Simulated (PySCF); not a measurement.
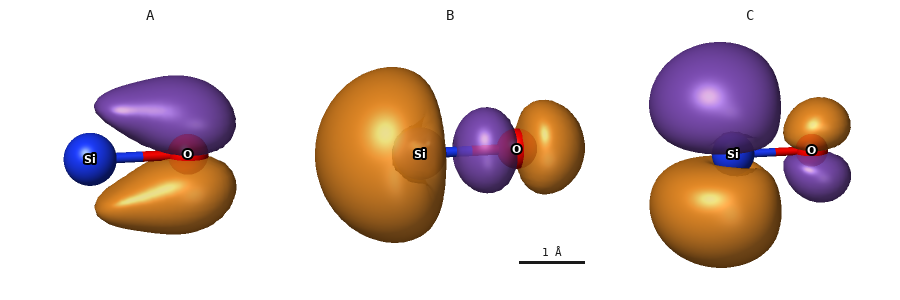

*SiO (charge +1, doublet). Three frontier α-spin orbitals, each drawn at the value that holds 80 % of its norm (orange and purple are the two phases), in no order; of a degenerate pair one member is drawn.*

The calculation used PBE0/def2-SVPD, non-relativistic Hamiltonian with scalar-relativistic core potentials where named, at a bond length of 1.546 Å (PySCF 2.14.0).

**Name the orbitals and rank them from lowest to highest energy.**

Orbital B: σ, occupied in this spin, −18.37 eV; mainly on Si (70 %).
Orbital A: π, occupied in this spin, −18.15 eV; mainly on O (80 %).
Orbital C: π, empty in this spin, −10.03 eV; mainly on Si (85 %).
